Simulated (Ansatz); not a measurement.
Method: PBE (plane waves to 420 eV, PAW; Ansatz, a program for electronic structure).

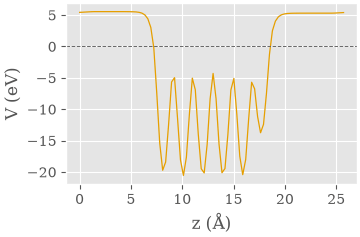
Electrostatic potential energy of an electron, averaged over planes parallel to the surface, in eV from the Fermi level, for the (100) surface of fcc Ir, one row in 4 of the top plane missing (bottom of the slab: a bare face, its two planes held)

Slab: 23 atoms, 9.7 Å thick at the start (thin: gaps and levels are the slab's own); k 14x4x1, smearing 0.1 eV, dipole-corrected; 8 atoms held, the rest relaxed; symmetry of the start imposed; no spin, no spin-orbit, no U. It is one candidate, not shown to be the stable structure of the face.

The vacuum level lies 5.31 eV above the Fermi level over the top face and 5.55 eV above it under the bottom face.
